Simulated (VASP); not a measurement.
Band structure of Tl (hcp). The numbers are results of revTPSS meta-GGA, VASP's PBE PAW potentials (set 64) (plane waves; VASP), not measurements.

Unless said otherwise, spin-orbit coupling is left out, though it shifts the bands of the heavy elements here.

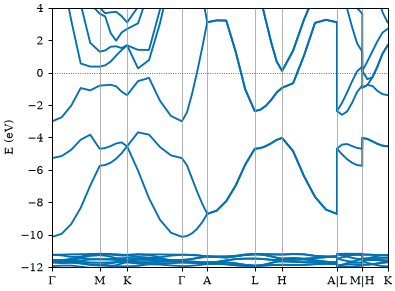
Bands along high-symmetry lines, zero at the valence-band maximum or, without a gap, the Fermi level

**Question.** Read the plot: is there a gap, and where are the band edges?

**Answer.** It has no gap at this level: it comes out as a metal or semimetal.

The compound is Tl in the hcp structure. It was relaxed first.
